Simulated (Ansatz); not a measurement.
**Single-point calculation of AlH3S2**

System: AlH3S2.
Method: RHF-CCSD(T), frozen core/def2-TZVPP (Ansatz 0.2.0).

The geometry is a randomly displaced structure. Figures and captions count atoms from 1; the log counts them from 0 in places.

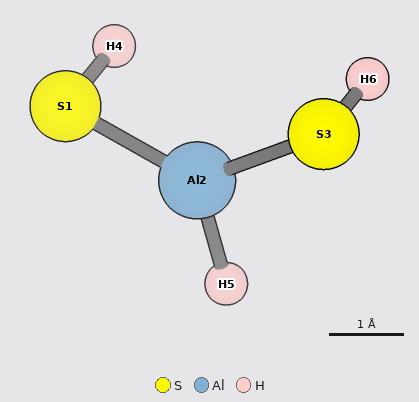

**Figure 1.** The input geometry (ball-and-stick view, seen at a tilt; atoms are numbered from 1 in the order of the input). Sticks mark near contacts. Bond lengths as drawn: Al–H 1.64 Å, Al–S 2.07 to 2.18 Å and H–S 1.17 to 1.34 Å.

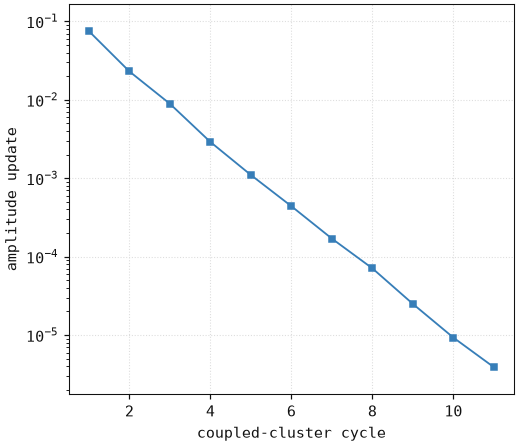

**Figure 2.** Convergence of the coupled-cluster equations: amplitude update against the coupled-cluster cycle. The residual falls at every step.

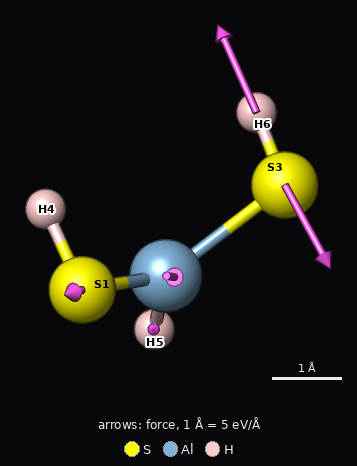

**Figure 3.** Forces on the atoms as pink arrows (ball-and-stick view, seen at a tilt; atoms are numbered from 1 in the order of the input); the smallest are left out. The largest act on S3 (7.27 eV/Å); H6 (7.24 eV/Å); Al2 (3.12 eV/Å); S1 (2.24 eV/Å). The geometry is not a stationary point of this energy.

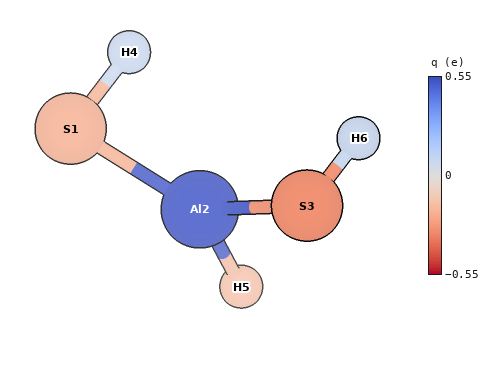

**Figure 4.** Mulliken charges, as the colour of each atom (ball-and-stick view, seen at a tilt; atoms are numbered from 1 in the order of the input). By element: S −0.29 to −0.21, Al +0.52 and H −0.17 to +0.08 e.

The input that produced these results follows, with the program's output.

**The input**
```yaml
crystal:
  periodic: [false, false, false]
  atoms:
    - {symbol: S, position_ang: [-1.271300, -1.189600, -1.183400]}
    - {symbol: Al, position_ang: [0.319800, -0.068200, -0.483900]}
    - {symbol: S, position_ang: [1.263000, -0.254000, 1.471900]}
    - {symbol: H, position_ang: [-2.027200, -0.413900, -0.390700]}
    - {symbol: H, position_ang: [1.091300, 1.132800, -1.285200]}
    - {symbol: H, position_ang: [0.619800, 0.375300, 2.215700]}
basis:
  gaussian: {orbitals: def2-TZVPP}
correlation: {method: ccsd_t}
output: {forces: true}
```

**The program's output**
```
Functional definition: HF
  name "HF"
  cite "Fock, Z. Phys. 61, 126 (1930) doi:10.1007/BF01340294"
  parent pbe
  exchange = exact_x
  correlation = 0
956 factors; integrals over basis functions are off by at most 7.5e-4 eV
mean field evaluation 1: about -28265.7444 eV, gradient 1.8e1 eV
mean field evaluation 2: about -28265.8965 eV, gradient 1.9e1 eV
mean field evaluation 4: about -28267.2486 eV, gradient 2.3e0 eV
mean field evaluation 8: about -28267.2829 eV, gradient 1.6e-1 eV
mean field evaluation 16: about -28267.2831 eV, gradient 1.6e-6 eV
mean field -28267.28310682 eV, -1038.8034939231 hartree, gradient 1.6e-6 eV, S^2 0.000000; 0 other end points of the search recorded, 0 dependent functions left out
15 core orbitals not correlated: weight in the atoms' cores, before any rotation towards them, 1.000 or more for the frozen orbitals, at most 0.000 for the correlated occupied ones
reference -28267.28310682 eV, -1038.8034939231 hartree; 9, 9 occupied and 144, 144 virtual orbitals, 956 factors
second order -11.77691787 eV of doubles, -0.00000000 eV of singles
cycle   1  -12.65856036 eV  change   -8.8e-1 eV  update   7.5e-2
cycle   2  -13.00146215 eV  change   -3.4e-1 eV  update   2.3e-2
cycle   3  -13.03810203 eV  change   -3.7e-2 eV  update   8.9e-3
cycle   4  -13.03378826 eV  change    4.3e-3 eV  update   2.9e-3
cycle   5  -13.03263706 eV  change    1.2e-3 eV  update   1.1e-3
cycle   6  -13.03244721 eV  change    1.9e-4 eV  update   4.4e-4
cycle   7  -13.03248891 eV  change   -4.2e-5 eV  update   1.7e-4
cycle   8  -13.03255585 eV  change   -6.7e-5 eV  update   7.1e-5
cycle   9  -13.03254919 eV  change    6.7e-6 eV  update   2.5e-5
cycle  10  -13.03254249 eV  change    6.7e-6 eV  update   9.3e-6
cycle  11  -13.03254658 eV  change   -4.1e-6 eV  update   3.9e-6
perturbative correction -0.56279913 eV, -0.0206824864 hartree
the calculation of the forces begins
Total energy: -28280.87845252 eV, -1039.3031136624 hartree
Atom 0 at    -1.271300    -1.189600    -1.183400 Å, force    -1.666301    -1.197765    -0.908887 eV/Å
Atom 1 at     0.319800    -0.068200    -0.483900 Å, force     2.101934     2.294367     0.264449 eV/Å
Atom 2 at     1.263000    -0.254000     1.471900 Å, force     4.439094    -4.250781    -3.887697 eV/Å
Atom 3 at    -2.027200    -0.413900    -0.390700 Å, force    -0.167101    -0.054798     0.137320 eV/Å
Atom 4 at     1.091300     1.132800    -1.285200 Å, force    -0.473068    -0.704864     0.008547 eV/Å
Atom 5 at     0.619800     0.375300     2.215700 Å, force    -4.234558     3.913841     4.386269 eV/Å
Dipole moment:    -0.298196     0.092256     0.004118 e Å
```

**Results in brief**

| quantity | value |
| --- | --- |
| outcome | converged |
| total energy | −28280.8785 eV |
| mean-field energy | −28267.2831 eV |
| CCSD correlation | −13.0325 eV |
| (T) correction | −0.5628 eV |
| T1 diagnostic | 0.011 |
| SCF solution under orbital rotations | stable |
| largest force (length of the vector) | 7.272 eV/Å |
| dipole moment | 1.50 D |
| hardware | 4 CPU threads, shared host |
| wall time | 32 s (CPU time 2 min) |
| peak memory | 2.4 GiB |
